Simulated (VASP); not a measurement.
Data:

```
BaTe
1.0
    0.00000     3.53052     3.53052
    3.53052     0.00000     3.53052
    3.53052     3.53052     0.00000
Ba Te
1 1
Direct
  0.00000   0.00000   0.00000
  0.50000   0.50000   0.50000
```

Computed with revTPSS meta-GGA, VASP's PBE PAW potentials (set 64) (plane waves; VASP). Settings: 520 eV cut-off, 7×7×7 Γ-centred mesh, tetrahedra with Blöchl corrections, potentials Ba_sv Te.

Unless said otherwise, spin-orbit coupling is left out, though it shifts the bands of the heavy elements here.

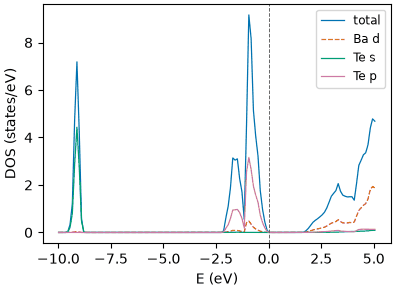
Figure. Total and projected density of states, zero at the valence-band maximum

Within 2 eV below the valence-band maximum the largest weight inside VASP's projection spheres is Te p.

The gap is indirect, 1.62 eV, from the valence maximum at Γ to the conduction minimum at X.

The compound is BaTe in the rock salt structure. It was relaxed first.
